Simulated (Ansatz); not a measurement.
A series of calculations on GaN2H6Cl

Part 1: Relaxation

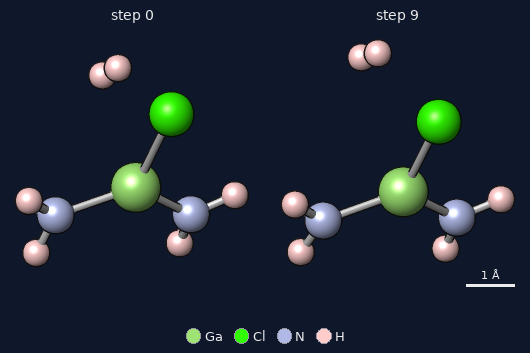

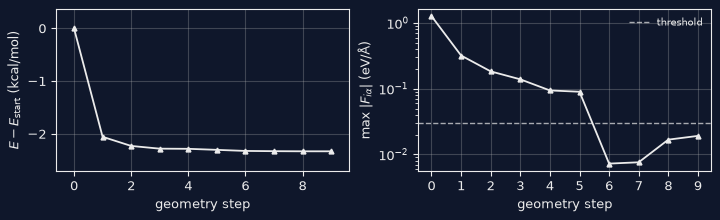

First and last geometry of a relaxation of GaN2H6Cl, with the history of the run. Style: ball-and-stick. Shown at a tilt.

The run prepares an end point of a later path (reaction) calculation, from a guessed geometry.

The calculation used Ansatz, RKS BHLYP-D4/def2-SVP.

The input:
```yaml
crystal:
  periodic: [false, false, false]
  atoms:
    - { symbol: Ga, position_ang: [-0.006335, -0.184227, -0.165722] }
    - { symbol: Cl, position_ang: [0.000854, -0.781856, 1.966709] }
    - { symbol: "N", position_ang: [1.58942, -0.059069, -0.963734] }
    - { symbol: H, position_ang: [2.450146, -0.187116, -0.462623] }
    - { symbol: H, position_ang: [1.737232, 0.300407, -1.890097] }
    - { symbol: "N", position_ang: [-1.614896, 0.064869, -0.919125] }
    - { symbol: H, position_ang: [-2.4715, -0.11581, -0.426621] }
    - { symbol: H, position_ang: [-1.76211, 0.192987, -1.90444] }
    - { symbol: H, position_ang: [0.124052, 2.286678, 1.085228] }
    - { symbol: H, position_ang: [0.108238, 1.764337, 1.573825] }
basis:
  gaussian: { orbitals: def2-SVP }
hamiltonian:
  xc: { name: BHLYP }
  dispersion: d4
relax:
  f_tol: 0.03
  max_steps: 50
output:
  orbitals: {}
```

Launched with:
```bash
ansatz run input.yaml --threads 2 --pin off --max-ram 3072MiB --backend cpu --events-out ev --progress --plain --runs-dir out
```

> Read the history and describe the run.

It converged. After 9 geometry steps the energy has fallen by 2.33 kcal/mol. Largest force component: 1.3 eV/Å at the start, 0.019 eV/Å at the end. The atom that moves furthest after the best rigid fit is H9 (0.43 Å). By element the largest moves are H 0.43 Å, Cl 0.17 Å, N 0.14 Å, Ga 0.13 Å. Near-neighbour distances that change, for instance: Ga1–Cl2 2.215 → 2.155 Å, H9–H10 0.715 → 0.754 Å, Ga1–N3 1.789 → 1.796 Å. The run took 35 s on 2 threads of Arm Neoverse V1, with other jobs on the host, peak memory 0.26 GiB.

Limits of the set-up: the start holds two separate molecules, 2.6 Å apart at their closest, whose relative position is a soft coordinate.

Part 2: Relaxation

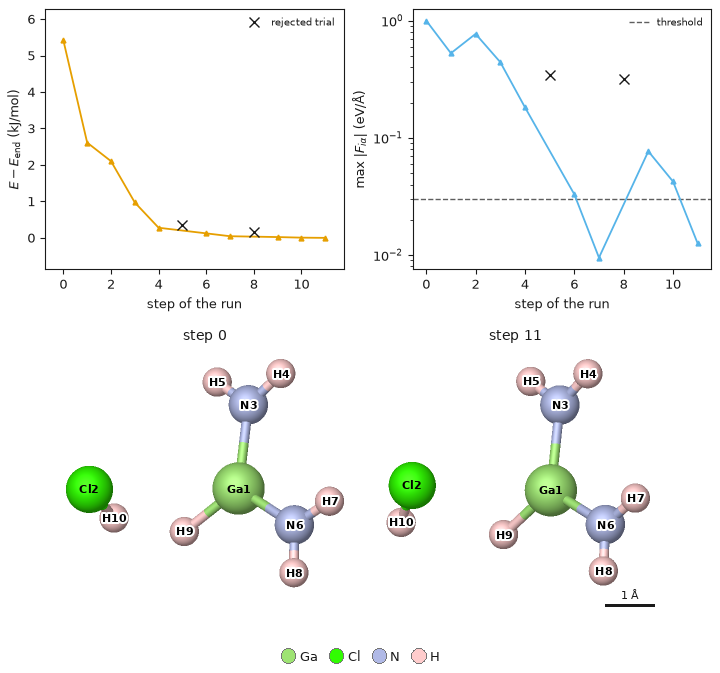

First and last geometry of a relaxation of GaN2H6Cl, with the history of the run. Style: ball-and-stick. Shown at a tilt.

The run prepares an end point of a later path (reaction) calculation, from a guessed geometry.

These are results of RKS BHLYP-D4/def2-SVP (Ansatz 0.2.0), not measurements.

Input file:
```yaml
crystal:
  periodic: [false, false, false]
  atoms:
    - { symbol: Ga, position_ang: [0.011124, 0.689253, -0.527912] }
    - { symbol: Cl, position_ang: [0.061012, 0.361843, 2.897054] }
    - { symbol: "N", position_ang: [1.574536, -0.053934, -1.042606] }
    - { symbol: H, position_ang: [1.662436, -0.919344, -1.546624] }
    - { symbol: H, position_ang: [2.470249, 0.285138, -0.73518] }
    - { symbol: "N", position_ang: [-1.561203, -0.025786, -1.058134] }
    - { symbol: H, position_ang: [-1.67327, -0.892064, -1.557854] }
    - { symbol: H, position_ang: [-2.445214, 0.425185, -0.889021] }
    - { symbol: H, position_ang: [0.01516, 2.020403, 0.300511] }
    - { symbol: H, position_ang: [0.040271, 1.390506, 2.053165] }
basis:
  gaussian: { orbitals: def2-SVP }
hamiltonian:
  xc: { name: BHLYP }
  dispersion: d4
relax:
  f_tol: 0.03
  max_steps: 50
```

Command:
```bash
ansatz run input.yaml --threads 2 --pin off --max-ram 3072MiB --backend cpu --events-out ev --progress --plain --runs-dir out
```

What do the curves and the structures tell?

It converged. Over 9 accepted moves (11 points after the start) the energy falls by 5.42 kJ/mol. The largest force component goes from 1 to 0.013 eV/Å. The line search rejected the trial steps at points 5, 8 of the run. The forces were under the threshold at step 7, but the run went on from there. H10 moves most after the best rigid fit: 0.50 Å. By element the largest moves are H 0.50 Å, Cl 0.29 Å, Ga 0.12 Å, N 0.05 Å. Among the contacts that change: Ga1–Cl2 3.441 → 3.340 Å, Cl2–H10 1.331 → 1.280 Å, Ga1–H9 1.568 → 1.556 Å, Ga1–N3 1.806 → 1.811 Å. Among the angles between lasting bonds that change: N3–Ga1–N6 120.5° → 117.9°. Cost: 40 s on 2 threads of Arm Neoverse V1, with other jobs on the host, peak memory 0.26 GiB.

```
step  E − E(0), kJ/mol  largest force component, eV/Å      note
   0              0.00                         1.0018          
   1             -2.80                         0.5278          
   2             -3.31                         0.7717          
   3             -4.45                         0.4431          
   4             -5.14                         0.1825          
   5             -5.07                         0.3470  rejected
   6             -5.29                         0.0330          
   7             -5.37                         0.0095          
   8             -5.25                         0.3203  rejected
   9             -5.39                         0.0769          
  10             -5.41                         0.0425          
  11             -5.42                         0.0126
```

Part 3: Path

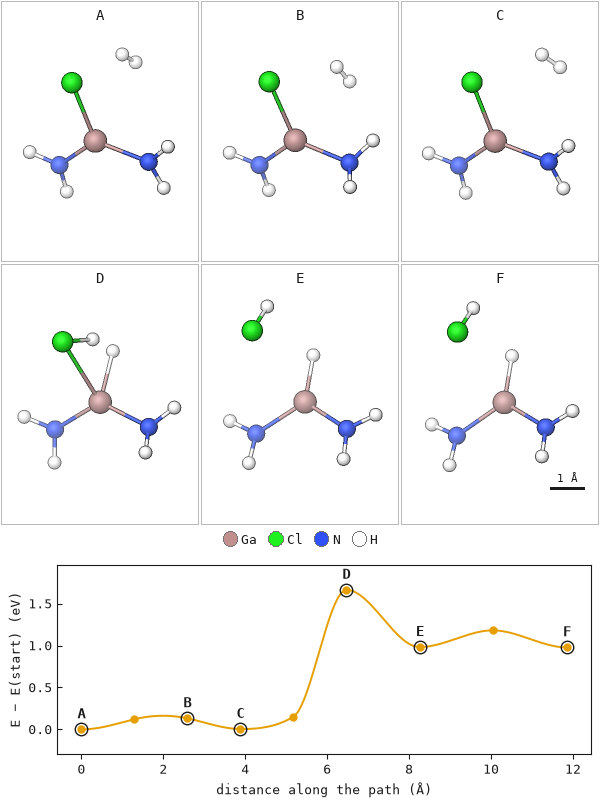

NEB run on GaN$_{2}$H$_{6}$Cl, made up at the start of GaN2H4Cl and H₂. Images are numbered from 0 (start) to 8 (end). Frames A to F are images 0, 2, 3, 5, 6, 8. A ball-and-stick model, seen at a tilt.

The calculation used RKS BHLYP-D4/def2-SVP (Ansatz). Settings: 7 movable images; climbing image; force threshold 0.03 eV/Å; iteration limit 60; starting path through a guess of the saddle point.

What happens along the path, and what is the barrier?

Answer. The path has more than one stage, and so few images may leave a stage unresolved. Breaking: Cl–Ga (2.15 → 3.34 Å), H–H (0.75 → 2.62 Å). Forming: Cl–H (2.98 → 1.28 Å), Ga–H (3.33 → 1.56 Å). The energy climbs by 1.66 eV to image 5 and then falls by 0.69 eV, so the end point sits at +0.98 eV. The profile has 3 maxima (images 2, 5, 7) with a dip at image 3, 6 (0.00 eV, +0.98 eV), so the process runs in steps. The band converged in 28 iterations. The largest component of the band force went from 11 to 0.029 eV/Å. The climbing image converged on the top of the path. Its vibrational analysis gives one imaginary mode (1045i cm⁻¹), as a transition state must have.

Limits of the set-up: the start holds two separate molecules, 3.0 Å apart at their closest, whose relative position is a soft coordinate.

Cost: 10 min on 2 threads of Arm Neoverse V1 (shared host), peak memory 0.26 GiB.
